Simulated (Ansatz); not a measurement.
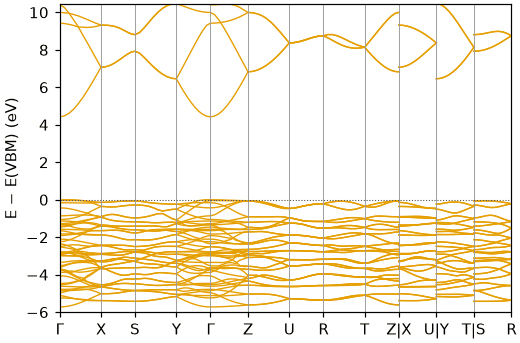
*Band structure from r²SCAN in the plane-wave PAW code Ansatz*

Read off the gap and where the band edges lie.

About 4.4 eV (4.42 eV by a search for the band edges); maximum on the Y–Γ line, 90 % of the way from Y, minimum at Γ.

The material is ZnF2 in space group Pbcn (No. 60; Zn on 4c, F on 8d).

The first step of the workflow began from a Materials Project structure, measured or hypothetical; the Crystallography Open Database copy checked does not list it. COD files the formula under space group No. 136, so this cell is another polymorph or a model. Whether it is the stable phase at ambient conditions was not checked. The r²SCAN relaxation kept the symmetry of its start; whether a distortion lowers the energy is not shown.

Potentials: the later of the program's two PAW sets.
